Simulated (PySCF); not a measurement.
# BSiH3SF2: one change and its effect

System: BSiH3SF2.
Method of the first run: GIAO PBE0/6-31G* NMR shielding, non-relativistic, gas phase (PySCF 2.14.0).

The geometry comes from this level: PBE0-D3(BJ)/def2-SVP. Text and figures count atoms from 1; the logs count them from 0 in places.

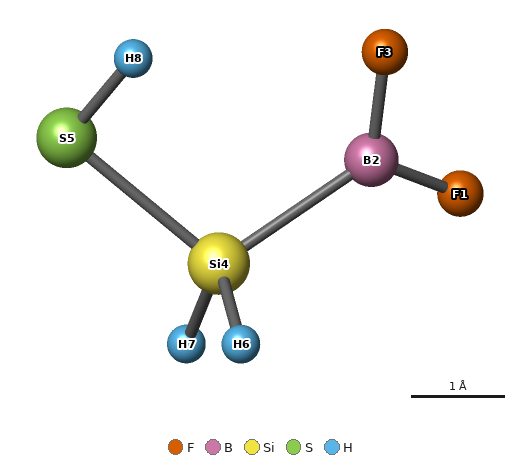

Fig. 1: The structure as given in the input (ball-and-stick view, seen at a tilt; atoms are numbered from 1 in the order of the input).

**The input, the first run**
```
{"job": {"kind": "nmr", "xc": "PBE0", "basis": "6-31G*", "pop": true}, "charge": 0, "multiplicity": 1}
F      1.517547    -1.952508    -0.357643
B      1.110086    -0.754061     0.003537
F      2.043777     0.095087     0.391591
Si    -0.836558    -0.178513    -0.011975
S     -0.878699     1.897891    -0.577956
H     -1.446221    -0.434116     1.331656
H     -1.630172    -0.913330    -1.037515
H      0.176237     2.220268     0.203571
```

The first line tells a small driver script what to run in PySCF; the rest is the geometry in Å.

Command:
```bash
OMP_NUM_THREADS=1 python <driver script> task.json out
```

Hardware: 1 CPU thread, shared host.

**Output (the first run)**
```
coarse grid: 8368 points
cycle   1  E = -913.5739728988  dE =  3.696e-01  |g| = 6.511e-01  |ddm| = 2.627e+00
cycle   2  E = -913.4975342736  dE =  7.644e-02  |g| = 9.504e-01  |ddm| = 1.047e+00
cycle   3  E = -913.6523960740  dE = -1.549e-01  |g| = 3.349e-02  |ddm| = 6.013e-01
cycle   4  E = -913.6526426662  dE = -2.466e-04  |g| = 1.667e-02  |ddm| = 6.725e-02
cycle   5  E = -913.6527335690  dE = -9.090e-05  |g| = 3.090e-03  |ddm| = 2.857e-02
cycle   6  E = -913.6527368770  dE = -3.308e-06  |g| = 8.435e-04  |ddm| = 5.609e-03
final grid: 74208 points
cycle   7  E = -913.6228887607  dE = -2.168e-05  |g| = 3.162e-03  |ddm| = 1.867e-02
cycle   8  E = -913.6228886234  dE =  1.372e-07  |g| = 3.291e-03  |ddm| = 9.543e-03
cycle   9  E = -913.6228921246  dE = -3.501e-06  |g| = 3.582e-04  |ddm| = 4.876e-03
cycle  10  E = -913.6228921483  dE = -2.370e-08  |g| = 1.309e-04  |ddm| = 3.618e-04
cycle  11  E = -913.6228921510  dE = -2.776e-09  |g| = 3.402e-05  |ddm| = 1.174e-04
cycle  12  E = -913.6228921514  dE = -3.347e-10  |g| = 7.858e-06  |ddm| = 4.906e-05
converged SCF energy = -913.6228921514

GIAO shielding tensors (ppm)
atom      isotropic    diamagn.    paramagn.     s11        s22        s33       span
  0 F      219.484     468.324    -248.840     18.395    279.206    360.852    342.457
  1 B       84.984     197.964    -112.980     65.585     93.840     95.528     29.943
  2 F      216.646     470.346    -253.700      5.633    275.836    368.469    362.837
  3 Si     454.194     882.159    -427.965    408.132    441.325    513.126    104.994
  4 S      797.520    1056.464    -258.944    671.353    723.912    997.296    325.943
  5 H       27.312      28.928      -1.615     23.593     25.518     32.825      9.232
  6 H       27.410      28.927      -1.516     24.154     25.477     32.601      8.447
  7 H       32.026      30.762       1.264     23.886     29.314     42.878     18.992
```

The input of the second run differs as follows (lines with − go, lines with + come):
```diff
-"basis": "6-31G*"
+"basis": "cc-pVDZ"
```

What does this change do to the results?

The total energy of the second run is 35.6 kcal/mol lower, which measures the change of basis and not a stability. The LUMO goes from −0.99 to −1.10 eV. The dipole moment goes from 1.13 to 0.79 D. Of all shieldings, the largest change is that of S5, by +24.4 ppm. The number of SCF iterations is the same. The basis functions go from 84 to 93.

**Output (the second run)**
```
coarse grid: 8368 points
cycle   1  E = -913.5966589703  dE =  3.961e-01  |g| = 6.263e-01  |ddm| = 5.193e+00
cycle   2  E = -913.5195460177  dE =  7.711e-02  |g| = 9.316e-01  |ddm| = 2.064e+00
cycle   3  E = -913.6696759424  dE = -1.501e-01  |g| = 3.083e-02  |ddm| = 1.175e+00
cycle   4  E = -913.6698573157  dE = -1.814e-04  |g| = 1.670e-02  |ddm| = 1.044e-01
cycle   5  E = -913.6699433091  dE = -8.599e-05  |g| = 2.585e-03  |ddm| = 4.288e-02
cycle   6  E = -913.6699456873  dE = -2.378e-06  |g| = 7.608e-04  |ddm| = 7.897e-03
final grid: 74208 points
cycle   7  E = -913.6796919297  dE = -3.313e-05  |g| = 3.014e-03  |ddm| = 3.746e-02
cycle   8  E = -913.6796918786  dE =  5.110e-08  |g| = 3.007e-03  |ddm| = 1.478e-02
cycle   9  E = -913.6796946106  dE = -2.732e-06  |g| = 2.752e-04  |ddm| = 7.534e-03
cycle  10  E = -913.6796946269  dE = -1.637e-08  |g| = 1.353e-04  |ddm| = 6.936e-04
cycle  11  E = -913.6796946300  dE = -3.072e-09  |g| = 4.345e-05  |ddm| = 2.066e-04
cycle  12  E = -913.6796946304  dE = -4.181e-10  |g| = 5.996e-06  |ddm| = 7.754e-05
converged SCF energy = -913.6796946304

GIAO shielding tensors (ppm)
atom      isotropic    diamagn.    paramagn.     s11        s22        s33       span
  0 F      218.220     461.447    -243.227     15.595    276.260    362.805    347.210
  1 B       84.134     202.783    -118.649     59.244     94.287     98.872     39.628
  2 F      218.174     463.931    -245.757      4.359    278.791    371.371    367.012
  3 Si     471.267     883.899    -412.632    429.028    457.080    527.692     98.664
  4 S      821.948    1057.354    -235.406    712.975    753.095    999.776    286.801
  5 H       26.778      29.567      -2.790     22.841     24.832     32.660      9.819
  6 H       26.972      29.531      -2.559     23.646     24.932     32.337      8.691
  7 H       31.519      30.902       0.617     23.077     28.651     42.829     19.752
```

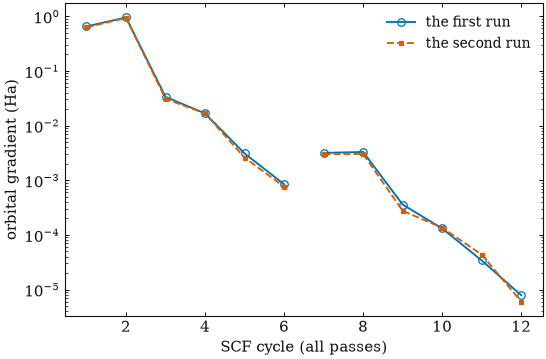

Fig. 2: Convergence of the two runs: orbital gradient against the SCF cycle. A break in a curve parts two SCF passes (coarse and final grid). The first run takes 12 cycles in all, and the second run takes 12.

**The two runs side by side**

| quantity | the first run | the second run |
| --- | --- | --- |
| outcome | converged | converged |
| total energy (hartree) | −913.622892 | −913.679695 |
| HOMO (eV) | −7.43 | −7.43 |
| LUMO (eV) | −0.99 | −1.10 |
| dipole moment (D) | 1.13 | 0.79 |
| shielding of F1 (ppm) | 219.5 | 218.2 |
| shielding of B2 (ppm) | 85.0 | 84.1 |
| shielding of F3 (ppm) | 216.6 | 218.2 |
| shielding of Si4 (ppm) | 454.2 | 471.3 |
| shielding of S5 (ppm) | 797.5 | 821.9 |
| shielding of H6 (ppm) | 27.3 | 26.8 |
| shielding of H8 (ppm) | 32.0 | 31.5 |
| SCF iterations | 12 | 12 |
| basis functions | 84 | 93 |
| wall time (shared host) | 6 s | 6.7 s |
